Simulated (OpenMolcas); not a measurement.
# B2NH5 (SMILES BNB): levels of theory compared

Wanted: a comparison of 6 runs (HF/aug-cc-pVDZ, B3LYP/6-31G*, PBE/aug-cc-pVDZ, PBE0/aug-cc-pVDZ, TPSS/aug-cc-pVDZ) of B2NH5. 

The calculation is run with OpenMolcas 26.06.

## (1) The molecule

The species is B2NH5 (8 atoms), meant as a singlet with charge 0. SMILES: `BNB`. The coordinates come from a PBE0-D4/def2-TZVP relaxation.

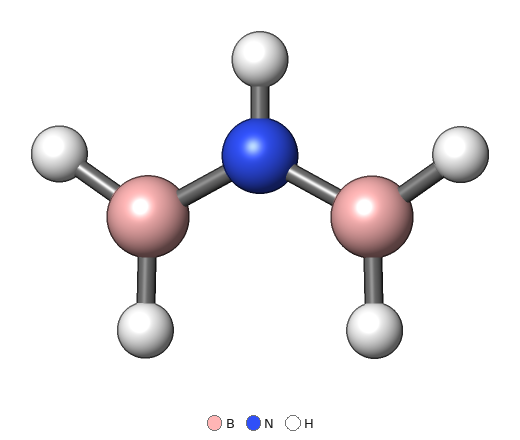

Viewed from a chosen angle; boron pink, nitrogen blue, hydrogen white.

## (2) Energy and gradient at HF/aug-cc-pVDZ (run 1)

The input, coord.xyz:

```xyz
8

B     -0.828200     0.654900    -0.693300
N      0.260000     0.377700     0.170800
B      0.695200    -0.910900     0.567700
H     -1.449400    -0.261400    -1.140100
H     -1.097800     1.791200    -0.954100
H      0.771000     1.169500     0.536500
H      1.631600    -1.014200     1.305600
H      0.109700    -1.864100     0.150900
```

The input, mol.input:

```
>>> EXPORT MOLCAS_PRINT=2
&GATEWAY
BasLib
$CurrDir
Coord
coord.xyz
Basis
aug-cc-pVDZ
Group
NoSym
&SEWARD
&SCF
Thresholds
1e-10 1e-07 1e-07 1e-05
PrOrbitals
1
&ALASKA
```

The basis set aug-cc-pVDZ is read from a file made from the Basis Set Exchange's data (not shown).

Launch:

```console
$ export MOLCAS_MEM=1860
$ pymolcas mol.input > mol.log
```

Standard output:

```text
--- Start Module: gateway ---
[...]
--- Stop Module: gateway /rc=_RC_ALL_IS_WELL_ ---
[...]
      Basis functions          114
[...]
--- Start Module: scf ---
[...]
       Convergence after  11 Iterations
[...]
::    Total SCF energy                               -106.7930129590
[...]
      Total spin, S                                     0.0000000000
[...]
      Total electronic charge=   22.000000
      Total            charge=   -0.000000
[...]
      Dipole Moment (debye):
      Origin of the operator (angstrom)=    0.0522    0.0558    0.0221
                   X=  5.6910E-01               Y=  8.8272E-01               Z=  4.0741E-01           Total=  1.1265E+00
      Quadrupole Moment (debye*angstrom):
[...]
--- Stop Module: scf /rc=_RC_ALL_IS_WELL_ ---
[...]
--- Start Module: alaska ---
[...]
 *              Molecular gradients               *
 **************************************************
  Irreducible representation: a
 ------------------------------------------------------------------------------------------
                              X                       Y                       Z
 ------------------------------------------------------------------------------------------
  B1                5.97908334645236E-04   -3.85238041522351E-04    5.35242830669080E-04
  N2               -6.04304191023597E-03   -9.49231790071670E-03   -4.32879648039819E-03
  B3               -4.62679792470944E-04    7.28821318033646E-04   -4.22259877194131E-04
  H4                1.24168930497515E-03   -2.32334020882519E-04    9.65397785194666E-04
  H5                6.42603938374009E-04   -5.23861785665769E-04    5.08392489711906E-04
  H6                4.97972654032375E-03    7.73470835649492E-03    3.56474236629212E-03
  H7               -5.19020748988464E-04    6.90617007107042E-04   -4.26149631571837E-04
  H8               -4.37185666657181E-04    1.47960506720413E-03   -3.96569482688403E-04
[...]
--- Stop Module: alaska /rc=_RC_ALL_IS_WELL_ ---
[...]
```

Wall time 14 s (1 thread of Arm Neoverse V2, shared host); peak memory 0.69 GiB.

## (3) Energy and forces at B3LYP/6-31G(d) (spherical functions) (run 2)

The input, calc.input:

```
* B2H5N Kohn-Sham DFT

&GATEWAY
  BasLib = $CurrDir
  BasisSet
  B.6-31Gs....
  B1 -0.828200 0.654900 -0.693300 angstrom
  B3 0.695200 -0.910900 0.567700 angstrom
  End of Basis
  BasisSet
  N.6-31Gs....
  N2 0.260000 0.377700 0.170800 angstrom
  End of Basis
  BasisSet
  H.6-31Gs....
  H4 -1.449400 -0.261400 -1.140100 angstrom
  H5 -1.097800 1.791200 -0.954100 angstrom
  H6 0.771000 1.169500 0.536500 angstrom
  H7 1.631600 -1.014200 1.305600 angstrom
  H8 0.109700 -1.864100 0.150900 angstrom
  End of Basis

&SEWARD
  GridInput
  Grid=UltraFine
  End of Grid

&SCF
  KSDFT = B3LYP
  Thresholds = 1e-10 1e-07 1e-07 1e-05
  PrOrbitals = 1

&ALASKA
```

The basis set 6-31G* is read from a file made from the Basis Set Exchange's data (not shown).

Launch:

```console
$ export MOLCAS_MEM=1860
$ pymolcas calc.input > calc.log
```

Standard output:

```text
--- Start Module: gateway ---
[...]
--- Stop Module: gateway /rc=_RC_ALL_IS_WELL_ ---
[...]
      Basis functions           52
[...]
--- Start Module: scf ---
[...]
       Convergence after  12 Iterations
[...]
::    Total KS-DFT energy                            -107.5114358663
[...]
      Total spin, S                                     0.0000000000
[...]
      Total electronic charge=   22.000000
      Total            charge=   -0.000000
[...]
      Dipole Moment (debye):
      Origin of the operator (angstrom)=    0.0522    0.0558    0.0221
                   X=  6.8662E-01               Y=  1.0647E+00               Z=  4.9150E-01           Total=  1.3589E+00
      Quadrupole Moment (debye*angstrom):
[...]
--- Stop Module: scf /rc=_RC_ALL_IS_WELL_ ---
[...]
--- Start Module: alaska ---
[...]
 *              Molecular gradients               *
 **************************************************
  Irreducible representation: a
 ------------------------------------------------------------------------------------------
                              X                       Y                       Z
 ------------------------------------------------------------------------------------------
  B1                4.00529454356313E-03   -1.31488092122511E-03    3.23819008849480E-03
  B3               -1.87234073616738E-03    4.74941328297529E-03   -1.69806557469077E-03
  N2                4.10295505238523E-04    5.13412607835662E-04    2.90321977506114E-04
  H4                8.60550163641616E-05   -4.90093530183255E-04    7.35349896556770E-05
  H5                1.04718780037150E-04    4.47973402013524E-05    6.42418693124203E-05
  H6               -2.36210822569571E-03   -3.64392940748637E-03   -1.68931292216290E-03
  H7                3.08861476168154E-05    1.40774787497133E-04    2.73147379192817E-05
  H8               -4.02801030939592E-04    5.05840364706245E-07   -3.06225166055940E-04
[...]
--- Stop Module: alaska /rc=_RC_ALL_IS_WELL_ ---
[...]
```

Run time: 16 s. Hardware: 1 thread of Arm Neoverse V2, shared host; peak memory 0.38 GiB.

Run 3 isn't shown in full; the table further down has it.

## (4) Energy and forces at PBE/aug-cc-pVDZ (run 4)

The input, test.inp:

```
&gateway
baslib = $CurrDir
coord
8
angstrom
B       -0.828200       0.654900      -0.693300
N        0.260000       0.377700       0.170800
B        0.695200      -0.910900       0.567700
H       -1.449400      -0.261400      -1.140100
H       -1.097800       1.791200      -0.954100
H        0.771000       1.169500       0.536500
H        1.631600      -1.014200       1.305600
H        0.109700      -1.864100       0.150900
basis = aug-cc-pVDZ
group = NoSym
&seward
gridinput
Grid=UltraFine
End of Grid
&scf
ksdft = PBE
thresholds = 1e-10 1e-07 1e-07 1e-05
prorbitals = 1 1
&alaska
```

The basis set aug-cc-pVDZ is read from a file made from the Basis Set Exchange's data (not shown).

Launch:

```console
$ export MOLCAS_MEM=1860
$ pymolcas test.inp > test.log
```

Standard output:

```text
--- Start Module: gateway ---
[...]
--- Stop Module: gateway /rc=_RC_ALL_IS_WELL_ ---
[...]
      Basis functions          114
[...]
--- Start Module: scf ---
[...]
       Convergence after  13 Iterations
[...]
::    Total KS-DFT energy                            -107.3394008929
[...]
      Total spin, S                                     0.0000000000
[...]
      Total electronic charge=   22.000000
      Total            charge=   -0.000000
[...]
      Dipole Moment (debye):
      Origin of the operator (angstrom)=    0.0522    0.0558    0.0221
                   X=  6.4510E-01               Y=  1.0003E+00               Z=  4.6175E-01           Total=  1.2767E+00
      Quadrupole Moment (debye*angstrom):
[...]
--- Stop Module: scf /rc=_RC_ALL_IS_WELL_ ---
[...]
--- Start Module: alaska ---
[...]
 *              Molecular gradients               *
 **************************************************
  Irreducible representation: a
 ------------------------------------------------------------------------------------------
                              X                       Y                       Z
 ------------------------------------------------------------------------------------------
  B1                3.64751680591580E-03   -1.52920445123850E-03    2.96172910311299E-03
  N2                1.19379517054852E-03    1.73273846360988E-03    8.51882331329934E-04
  B3               -1.96579965532306E-03    4.26203920401225E-03   -1.74688441412241E-03
  H4                3.21254714020203E-03    5.16123874353180E-03    2.27807905341137E-03
  H5                1.16909236465812E-03   -6.02646892268144E-03    1.16403152552214E-03
  H6               -5.71238554549391E-03   -8.83630685616676E-03   -4.08696164686018E-03
  H7               -4.89571747248307E-03    2.27344794336504E-04   -3.83550286556655E-03
  H8                3.35095119195694E-03    5.00861902465743E-03    2.41362691314062E-03
[...]
--- Stop Module: alaska /rc=_RC_ALL_IS_WELL_ ---
[...]
```

Run time: 49 s. Hardware: 1 thread of Arm Neoverse V2, shared host; peak memory 0.69 GiB.

Run 5 isn't shown in full; the table further down has it.

## (5) Energy and forces at TPSS/aug-cc-pVDZ (run 6)

The input, test.inp:

```
* B2H5N Kohn-Sham DFT
&GATEWAY
BasLib = $CurrDir
Coord
8
angstrom
B       -0.828200       0.654900      -0.693300
N        0.260000       0.377700       0.170800
B        0.695200      -0.910900       0.567700
H       -1.449400      -0.261400      -1.140100
H       -1.097800       1.791200      -0.954100
H        0.771000       1.169500       0.536500
H        1.631600      -1.014200       1.305600
H        0.109700      -1.864100       0.150900
Basis = aug-cc-pVDZ
Group = NoSym
&SEWARD
GridInput
Grid=UltraFine
End of Grid
&SCF
KSDFT = 2
1.0 MGGA_X_TPSS
1.0 MGGA_C_TPSS
Thresholds = 1e-10 1e-07 1e-07 1e-05
PrOrbitals = 1 1
&ALASKA
```

The basis set aug-cc-pVDZ is read from a file made from the Basis Set Exchange's data (not shown).

Launch:

```console
$ export MOLCAS_MEM=1860
$ pymolcas test.inp > test.log
```

Standard output:

```text
--- Start Module: gateway ---
[...]
--- Stop Module: gateway /rc=_RC_ALL_IS_WELL_ ---
[...]
      Basis functions          114
[...]
--- Start Module: scf ---
[...]
       Convergence after  13 Iterations
[...]
::    Total KS-DFT energy                            -107.5406692751
[...]
      Total spin, S                                     0.0000000000
[...]
      Total electronic charge=   22.000000
      Total            charge=   -0.000000
[...]
      Dipole Moment (debye):
      Origin of the operator (angstrom)=    0.0522    0.0558    0.0221
                   X=  6.3323E-01               Y=  9.8191E-01               Z=  4.5326E-01           Total=  1.2532E+00
      Quadrupole Moment (debye*angstrom):
[...]
--- Stop Module: scf /rc=_RC_ALL_IS_WELL_ ---
[...]
--- Start Module: alaska ---
[...]
 *              Molecular gradients               *
 **************************************************
  Irreducible representation: a
 ------------------------------------------------------------------------------------------
                              X                       Y                       Z
 ------------------------------------------------------------------------------------------
  B1                7.19282889211614E-03   -2.37772915083712E-03    5.77809706160659E-03
  N2               -4.41529558638853E-04   -8.02817848768900E-04   -3.18600163725424E-04
  B3               -3.34140043241349E-03    8.47198577505548E-03   -3.00941817523781E-03
  H4                1.45219013462494E-03    2.51026084918848E-03    1.01361864080385E-03
  H5                4.49196874277691E-04   -2.84886812640783E-03    4.60676764255652E-04
  H6               -4.67626379252484E-03   -7.22988952965453E-03   -3.34545825261645E-03
  H7               -2.28431284737507E-03   -1.90169023300824E-05   -1.77905541436951E-03
  H8                1.64929072990350E-03    2.29607493373107E-03    1.20013953927522E-03
[...]
--- Stop Module: alaska /rc=_RC_ALL_IS_WELL_ ---
[...]
```

Wall time 71 s (1 thread of Arm Neoverse V2, shared host); peak memory 0.69 GiB.

## (6) The series

| run | level | integration grid | Cartesian functions | energy (Eh) | dipole moment (D) | HOMO energy (eV) | LUMO energy (eV) | wall time |
| --- | --- | --- | --- | --- | --- | --- | --- | --- |
| 1 | HF/aug-cc-pVDZ | – | no | -106.793013 | 1.13 | -12.66 | 1.02 | 14 s |
| 2 | B3LYP/6-31G* (spherical functions) | UltraFine | no | -107.511436 | 1.36 | -8.81 | -1.15 | 16 s |
| 3 | B3LYP/6-31G* (Cartesian functions) | UltraFine | yes | -107.513450 | 1.35 | -8.81 | -1.15 | 16 s |
| 4 | PBE/aug-cc-pVDZ | UltraFine | no | -107.339401 | 1.28 | -7.74 | -2.43 | 49 s |
| 5 | PBE0/aug-cc-pVDZ | UltraFine | no | -107.364691 | 1.23 | -9.17 | -1.39 | 47 s |
| 6 | TPSS/aug-cc-pVDZ | UltraFine | no | -107.540669 | 1.25 | -7.99 | -2.16 | 71 s |

## (7) Summary of results

```
                       quantity          value
            run 6: total energy  -107.54067 Eh
           run 6: dipole moment         1.25 D
             run 6: HOMO energy       -7.99 eV
             run 6: LUMO energy       -2.16 eV
           run 6: HOMO–LUMO gap        5.84 eV
run 6: largest force on an atom     0.493 eV/Å
```

In words: The dipole moment (its size) runs from 1.13 D (HF/aug-cc-pVDZ) to 1.36 D (B3LYP/6-31G*). The two ends differ in method and basis. The HOMO–LUMO gap runs from 5.31 eV (PBE/aug-cc-pVDZ) to 13.68 eV (HF/aug-cc-pVDZ). Exact exchange widens orbital gaps. Totals of different functionals can't be ranked against each other. All runs together took 3.5 min, the longest 71 s.
